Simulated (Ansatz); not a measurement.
# UCCSD/def2-SVP (core potential) run of InSiH3ClO (SMILES [SiH3][O][In][Cl])

What is the vertical ionisation energy of InSiH3ClO at UCCSD/def2-SVP (core potential)? 

The calculation is run with Ansatz 0.2.0.

113 further runs of the same task are left out: 113 set aside as unsound or not needed.

**1. The system as given**

InSiH3ClO has 7 atoms, charge 0, and is taken as a doublet. As SMILES, `[SiH3][O][In][Cl]`. The coordinates come from a PBE0-D4/def2-TZVP relaxation. This is one conformer, not always the lowest.

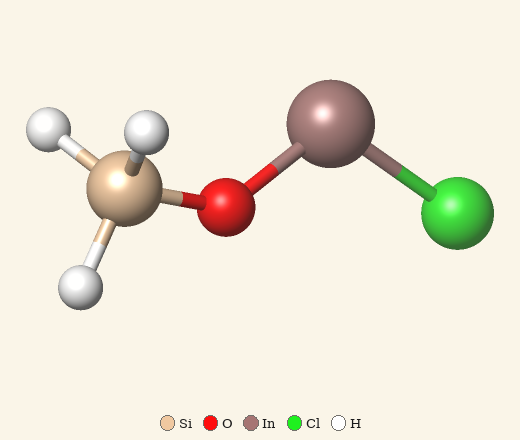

The structure, seen from a chosen angle (silicon light orange, oxygen red, indium brown, chlorine green, hydrogen white).

**2. A single-point energy at UCCSD/def2-SVP (core potential)**

The input, in.yaml:

```yaml
basis:
  gaussian: {orbitals: def2-SVP}
crystal:
  periodic: [false, false, false]
  atoms:
    - {symbol: Si, position_ang: [0.016600, 1.144600, 0.460800]}
    - {symbol: O, position_ang: [0.203700, -0.441600, 0.114500]}
    - {symbol: In, position_ang: [-0.437600, -1.723300, -1.270600]}
    - {symbol: Cl, position_ang: [0.330700, -3.933200, -1.041200]}
    - {symbol: H, position_ang: [0.496200, 2.009500, -0.655300]}
    - {symbol: H, position_ang: [0.803700, 1.457800, 1.681900]}
    - {symbol: H, position_ang: [-1.413400, 1.486100, 0.709900]}
magnetization: {spin_polarized: true, initial_magnetization: 1}
correlation: {method: ccsd, frozen_orbitals: {Cl: 5, H: 0, In: 4, O: 1, Si: 5}}
accuracy: high
scf: {omitted_lower_state_checks: [cluster_reference, increment]}
```

Command:

```
$ ansatz run in.yaml --threads 1 --pin off --max-ram 3480MiB --events-out events.jsonl --progress --plain --runs-dir runs
```

The program printed, shortened:

```text
Warning: RAYON_NUM_THREADS=1 ignored (pool sized by the plan → 1); use --threads N
Functional definition: HF
  name "HF"
[...]
2009 factors; integrals over basis functions are off by at most 8.1e-9 eV
[...]
mean field -27593.69752754 eV, -1014.0496804571 hartree, gradient 4.8e-8 eV, S^2 0.759228; 1 other end points of the search recorded, 0 dependent functions left out
15 core orbitals not correlated: weight in the atoms' cores, before any rotation towards them, 1.000 or more for the frozen orbitals, at most 0.000 for the correlated occupied ones
reference -27593.69752754 eV, -1014.0496804571 hartree; 17, 16 occupied and 59, 60 virtual orbitals, 2009 factors
second order -13.08772903 eV of doubles, -0.00000000 eV of singles
cycle   1  -13.60427868 eV  change   -5.2e-1 eV  update   1.1e-1
[...]
cycle  25  -14.13951390 eV  change  -9.0e-10 eV  update   2.1e-9
Total energy: -27607.83704144 eV, -1014.5692980087 hartree
Checks for a lower state left out: cluster_reference, increment
```

It took 80 s on 1 thread of Arm Neoverse V2, shared host; peak memory 0.98 GiB.

**3. The singlet cation, same level**

The input, job.yaml:

```yaml
crystal:
  periodic: [false, false, false]
  atoms:
    - {symbol: Si, position_ang: [0.016600, 1.144600, 0.460800]}
    - {symbol: O, position_ang: [0.203700, -0.441600, 0.114500]}
    - {symbol: In, position_ang: [-0.437600, -1.723300, -1.270600]}
    - {symbol: Cl, position_ang: [0.330700, -3.933200, -1.041200]}
    - {symbol: H, position_ang: [0.496200, 2.009500, -0.655300]}
    - {symbol: H, position_ang: [0.803700, 1.457800, 1.681900]}
    - {symbol: H, position_ang: [-1.413400, 1.486100, 0.709900]}
basis:
  gaussian:
    orbitals: def2-SVP
total_charge: 1
correlation:
  method: ccsd
  frozen_orbitals: {Cl: 5, H: 0, In: 4, O: 1, Si: 5}
accuracy: high
scf:
  omitted_lower_state_checks: [cluster_reference, increment]
```

Command:

```
$ ansatz run job.yaml --threads 1 --pin off --max-ram 3480MiB --events-out events.jsonl --progress --plain --runs-dir runs
```

The program printed, shortened:

```text
Warning: RAYON_NUM_THREADS=1 ignored (pool sized by the plan → 1); use --threads N
[... 2 set-up lines as earlier in the session ...]
[...]
2005 factors; integrals over basis functions are off by at most 8.1e-9 eV
[...]
mean field -27584.82042670 eV, -1013.7234530183 hartree, gradient 1.5e-8 eV, S^2 0.000000; 0 other end points of the search recorded, 0 dependent functions left out; unrestricted orbitals would lower it
15 core orbitals not correlated: weight in the atoms' cores, before any rotation towards them, 1.000 or more for the frozen orbitals, at most 0.000 for the correlated occupied ones
reference -27584.82042670 eV, -1013.7234530183 hartree; 16, 16 occupied and 60, 60 virtual orbitals, 2005 factors
second order -13.35865882 eV of doubles, -0.00000000 eV of singles
cycle   1  -13.70099567 eV  change   -3.4e-1 eV  update   1.4e-1
[...]
cycle  28  -14.34544928 eV  change   7.6e-11 eV  update   2.1e-9
Total energy: -27599.16587598 eV, -1014.2506385556 hartree
Checks for a lower state left out: cluster_reference, increment
```

Run time: 23 s. Hardware: 1 thread of Arm Neoverse V2, shared host; peak memory 0.51 GiB.

**4. Outcome**

At UCCSD/def2-SVP (core potential), 15 core orbitals frozen:

```
                                                       quantity           value
                                doublet InSiH3ClO: total energy  -1014.56930 Eh
doublet InSiH3ClO: correlation energy (15 core orbitals frozen)      -519.6 mEh
           doublet InSiH3ClO: ⟨S²⟩ of the reference determinant           0.759
                               doublet InSiH3ClO: T1 diagnostic           0.016
                                   singlet cation: total energy  -1014.25064 Eh
   singlet cation: correlation energy (15 core orbitals frozen)      -527.2 mEh
                                  singlet cation: T1 diagnostic           0.022
             vertical ionisation energy (to the singlet cation)        8.671 eV
```

In words: The vertical ionisation energy comes to 8.67 eV (200 kcal/mol). Only the singlet of the ionised species was computed; a triplet could lie lower. The T1 diagnostic (singlet cation) of 0.022 is above the customary mark for such species, so a single reference may not serve. The restricted solution (singlet cation) is unstable to spin breaking: an unrestricted one lies lower.
